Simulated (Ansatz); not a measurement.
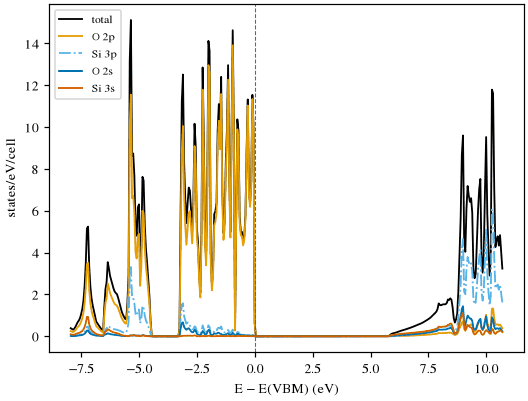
Fig. 1. Total and projected density of states of SiO₂ in space group P3_121 (No. 152; Si on 3a, O on 6c), PBEsol (plane waves, PAW; program Ansatz)

### Question
Which orbitals carry the states next to the gap?

### Answer
Top 1 eV of the valence band: O 2p 97 %. Bottom 1 eV of the conduction band: Si 3s 44 %, O 2s 23 %, Si 3p 13 %, O 2p 6 %, outside the projected shells 14 %. Projections are on Löwdin-orthogonalised atomic valence shells; empty p or d shells of many metals are not among them.

### Question
Where is the tallest occupied peak in this window, and what makes it?

### Answer
Near -5.4 eV, about 15 states/eV per cell; the largest projected share is O 2p.

The PBEsol relaxation kept the symmetry of its start.

Potentials: the earlier of the program's two PAW sets. The files were generated under PBE; for other functionals the program regenerates the frozen cores, and for LDA and PBEsol the local potential too.
